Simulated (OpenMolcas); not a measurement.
# C2H5GeN (SMILES C1=[N][GeH2][CH2]1) at 6 levels

Wanted: a comparison of 6 runs (HF/3-21G, B3LYP/6-31G*, M06-2X/def2-SVP, PBE/def2-SVP, r2SCAN/def2-SVP) of C2H5GeN. 

Program for the calculation: OpenMolcas 26.06.

1 further run of the same task is left out (set aside as unsound or not needed).

## Step 1: Starting point

The species is C2H5GeN (9 atoms), meant as a singlet with charge 0. SMILES: `C1=[N][GeH2][CH2]1`. The coordinates come from a PBE0-D4/def2-TZVP relaxation.

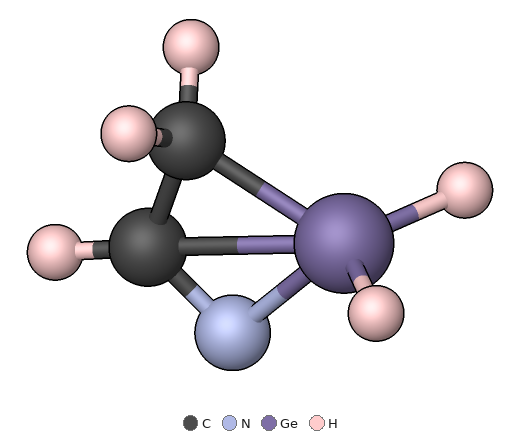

The structure, seen from a chosen angle (carbon dark grey, nitrogen light blue, germanium purple, hydrogen pink).

## Step 2: Energy and forces at HF/3-21G (run 1)

Input file run.input:

```
* C2H5GeN Hartree-Fock
>>> EXPORT MOLCAS_PRINT=2

&GATEWAY
 BasLib=$CurrDir
 BasisSet
 C.3-21G....
 C1 -0.186800 -0.549700 -1.075100 angstrom
 C4 -0.885400 -0.197100 0.218500 angstrom
 End of Basis
 BasisSet
 N.3-21G....
 N2 1.035900 -0.182500 -1.141500 angstrom
 End of Basis
 BasisSet
 Ge.3-21G....
 Ge3 0.903900 0.560600 0.613000 angstrom
 End of Basis
 BasisSet
 H.3-21G....
 H5 -0.675600 -1.079500 -1.903400 angstrom
 H6 1.056500 2.089100 0.684100 angstrom
 H7 1.776000 -0.127000 1.676700 angstrom
 H8 -1.720500 0.497400 0.107000 angstrom
 H9 -1.215600 -1.057700 0.803700 angstrom
 End of Basis

&SEWARD

&SCF
 Thresholds=1e-10 1e-07 1e-07 1e-05
 PrOrbitals=1 1

&ALASKA
```

The basis set 3-21G is read from a file made from the Basis Set Exchange's data (not shown).

Launch:

```bash
$ export MOLCAS_MEM=1860
$ pymolcas run.input > run.log
```

Output:

```text
--- Start Module: gateway ---
[...]
--- Stop Module: gateway /rc=_RC_ALL_IS_WELL_ ---
[...]
      Basis functions           59
[...]
--- Start Module: scf ---
[...]
       Convergence after  14 Iterations
[...]
::    Total SCF energy                              -2197.6409247030
[...]
      Total spin, S                                     0.0000000000
[...]
      Total electronic charge=   56.000000
      Total            charge=   -0.000000
[...]
      Dipole Moment (debye):
      Origin of the operator (angstrom)=    0.5786    0.2586    0.1747
                   X= -1.8240E+00               Y=  4.0230E-01               Z=  2.2196E+00           Total=  2.9010E+00
      Quadrupole Moment (debye*angstrom):
[...]
--- Stop Module: scf /rc=_RC_ALL_IS_WELL_ ---
[...]
--- Start Module: alaska ---
[...]
 *              Molecular gradients               *
 **************************************************
  Irreducible representation: a
 ------------------------------------------------------------------------------------------
                              X                       Y                       Z
 ------------------------------------------------------------------------------------------
  C1                3.37396480030705E-03    1.59113590314952E-02    3.30147093967357E-02
  C4                1.29096136203390E-02   -2.35341731024086E-03   -1.45526566568286E-02
  N2                4.06940112378962E-03   -2.56598271874520E-03   -8.65251686094126E-03
  GE3              -8.90328450175382E-03   -3.57884701867839E-03   -1.58611779119866E-03
  H5               -4.69490271827433E-03   -7.05651431847620E-03   -1.23364632033960E-02
  H6                3.35847540159029E-04    1.68546301123129E-03   -1.13960757052900E-03
  H7                1.38192380410551E-03   -1.52016703612468E-03    3.00072018020181E-04
  H8               -5.67691899098488E-03    4.17231875524848E-03    4.84780197832824E-04
[...]
--- Stop Module: alaska /rc=_RC_ALL_IS_WELL_ ---
[...]
```

Run time: 8.4 s. Hardware: 1 thread of AMD EPYC 7R43 (Zen 3), shared host; peak memory 0.39 GiB.

## Step 3: Energy and gradient at B3LYP/6-31G(d) (spherical functions) (run 2)

Input file coord.xyz:

```xyz
9

C     -0.186800    -0.549700    -1.075100
N      1.035900    -0.182500    -1.141500
Ge     0.903900     0.560600     0.613000
C     -0.885400    -0.197100     0.218500
H     -0.675600    -1.079500    -1.903400
H      1.056500     2.089100     0.684100
H      1.776000    -0.127000     1.676700
H     -1.720500     0.497400     0.107000
H     -1.215600    -1.057700     0.803700
```

Input file calc.inp:

```
&gateway
 baslib = $CurrDir
 coord = coord.xyz
 basis = 6-31Gs
 group = NoSym

&seward
 gridinput
 Grid=UltraFine
 End of Grid

&scf
 ksdft = B3LYP
 thresholds = 1e-10 1e-07 1e-07 1e-05
 prorbitals = 1 2

&alaska
```

The basis set 6-31G* is read from a file made from the Basis Set Exchange's data (not shown).

Launch:

```bash
$ export MOLCAS_MEM=1860
$ pymolcas calc.inp > calc.log
```

Output:

```text
--- Start Module: gateway ---
[...]
--- Stop Module: gateway /rc=_RC_ALL_IS_WELL_ ---
[...]
      Basis functions           84
[...]
--- Start Module: scf ---
[...]
       Convergence after  17 Iterations
[...]
::    Total KS-DFT energy                           -2210.6769712278
[...]
      Total spin, S                                     0.0000000000
[...]
      Total electronic charge=   56.000000
      Total            charge=   -0.000000
[...]
      Dipole Moment (debye):
      Origin of the operator (angstrom)=    0.5786    0.2586    0.1747
                   X= -1.8183E+00               Y=  1.4791E-01               Z=  1.6477E+00           Total=  2.4583E+00
      Quadrupole Moment (debye*angstrom):
[...]
--- Stop Module: scf /rc=_RC_ALL_IS_WELL_ ---
[...]
--- Start Module: alaska ---
[...]
 *              Molecular gradients               *
 **************************************************
  Irreducible representation: a
 ------------------------------------------------------------------------------------------
                              X                       Y                       Z
 ------------------------------------------------------------------------------------------
  C1                8.54995606184872E-03    4.90193945208439E-03    4.69767506087493E-03
  N2               -1.21127434523771E-02   -7.09356672127903E-04    7.21669373916001E-03
  GE3              -3.44241176743409E-03   -4.07450404262910E-03   -6.64896798859616E-03
  C4                6.50515364215210E-03    1.08348246697254E-03   -2.24433220771925E-03
  H5                8.96965811812311E-04    8.67608688653654E-04    1.29537456296580E-03
  H6               -6.25076147524939E-04   -3.76820292742597E-03   -2.25594079657387E-04
  H7               -2.33814781797292E-03    1.52732771143738E-03   -2.59225423196252E-03
  H8                1.75284464747971E-03   -1.36505555677857E-03   -1.03414287506043E-04
[...]
--- Stop Module: alaska /rc=_RC_ALL_IS_WELL_ ---
[...]
```

Wall time 73 s (1 thread of AMD EPYC 7R43 (Zen 3), shared host); peak memory 0.46 GiB.

Runs 3 to 5 aren't shown in full; the table further down has their settings and results.

## Step 4: Energy and gradient at r2SCAN/def2-SVP (run 6)

Input file test.input:

```
&GATEWAY
 BasLib=$CurrDir
 Coord
 9
 angstrom
 C       -0.186800      -0.549700      -1.075100
 N        1.035900      -0.182500      -1.141500
 Ge       0.903900       0.560600       0.613000
 C       -0.885400      -0.197100       0.218500
 H       -0.675600      -1.079500      -1.903400
 H        1.056500       2.089100       0.684100
 H        1.776000      -0.127000       1.676700
 H       -1.720500       0.497400       0.107000
 H       -1.215600      -1.057700       0.803700
 Basis=def2-SVP
 Group=NoSym

&SEWARD
 GridInput
 Grid=UltraFine
 End of Grid

&SCF
 KSDFT=2
 1.0 MGGA_X_R2SCAN
 1.0 MGGA_C_R2SCAN
 Thresholds=1e-10 1e-07 1e-07 1e-05
 PrOrbitals=1 2

&ALASKA
```

The basis set def2-SVP is read from a file made from the Basis Set Exchange's data (not shown).

Launch:

```bash
$ export MOLCAS_MEM=1860
$ pymolcas test.input > test.log
```

Output:

```text
--- Start Module: gateway ---
[...]
--- Stop Module: gateway /rc=_RC_ALL_IS_WELL_ ---
[...]
      Basis functions           99
[...]
--- Start Module: scf ---
[...]
       Convergence after  16 Iterations
[...]
::    Total KS-DFT energy                           -2210.4743201042
[...]
      Total spin, S                                     0.0000000000
[...]
      Total electronic charge=   56.000000
      Total            charge=   -0.000000
[...]
      Dipole Moment (debye):
      Origin of the operator (angstrom)=    0.5786    0.2586    0.1747
                   X= -1.7483E+00               Y=  1.8550E-01               Z=  1.6809E+00           Total=  2.4324E+00
      Quadrupole Moment (debye*angstrom):
[...]
--- Stop Module: scf /rc=_RC_ALL_IS_WELL_ ---
[...]
--- Start Module: alaska ---
[...]
 *              Molecular gradients               *
 **************************************************
  Irreducible representation: a
 ------------------------------------------------------------------------------------------
                              X                       Y                       Z
 ------------------------------------------------------------------------------------------
  C1                6.31585839193960E-03    1.38202228224138E-04   -4.31633309451307E-03
  N2               -1.36036869127860E-02   -2.46679624328738E-03    4.37446677013753E-03
  GE3              -1.74273334430985E-03   -2.08710094794995E-03   -3.44418813323699E-03
  C4               -3.98827144807434E-03   -1.11399761592956E-03    4.55441393638761E-04
  H5                3.87806010504832E-03    3.98133102599019E-03    6.08488612431746E-03
  H6                9.89109714912839E-05    3.12190562095083E-04    1.80301236105906E-04
  H7                2.07076984533039E-04   -2.38482219083735E-06    3.26145697952640E-04
  H8                6.01288140777978E-03   -4.30010246969648E-03    3.69739382222734E-04
[...]
--- Stop Module: alaska /rc=_RC_ALL_IS_WELL_ ---
[...]
```

Wall time 69 s (1 thread of AMD EPYC 7R43 (Zen 3), shared host); peak memory 0.55 GiB.

## Step 5: All runs side by side

```
run                               level  integration grid  Cartesian functions   energy (Eh)  dipole moment (D)  HOMO energy (eV)  LUMO energy (eV)  wall time
  1                            HF/3-21G                 –                   no  -2197.640925               2.90            -10.05              3.46      8.4 s
  2  B3LYP/6-31G* (spherical functions)         UltraFine                   no  -2210.676971               2.46             -6.51             -0.12       73 s
  3  B3LYP/6-31G* (Cartesian functions)         UltraFine                  yes  -2210.685263               2.46             -6.53             -0.13       83 s
  4                     M06-2X/def2-SVP         UltraFine                   no  -2210.499252               2.46             -8.18              0.99    1.7 min
  5                        PBE/def2-SVP         UltraFine                   no  -2210.074543               2.31             -5.41             -1.26       85 s
  6                     r2SCAN/def2-SVP         UltraFine                   no  -2210.474320               2.43             -5.72             -1.08       69 s
```

## Step 6: Outcome

| quantity | value |
| --- | --- |
| run 6: total energy | -2210.47432 Eh |
| run 6: dipole moment | 2.43 D |
| run 6: HOMO energy | -5.72 eV |
| run 6: LUMO energy | -1.08 eV |
| run 6: HOMO–LUMO gap | 4.64 eV |
| run 6: largest force on an atom | 0.746 eV/Å |

What this shows: The dipole moment (its size) runs from 2.31 D (PBE/def2-SVP) to 2.90 D (HF/3-21G). The two ends differ in method and basis. The HOMO–LUMO gap runs from 4.15 eV (PBE/def2-SVP) to 13.50 eV (HF/3-21G). Totals of different functionals can't be ranked against each other. All runs together took 7 min, the longest 1.7 min.
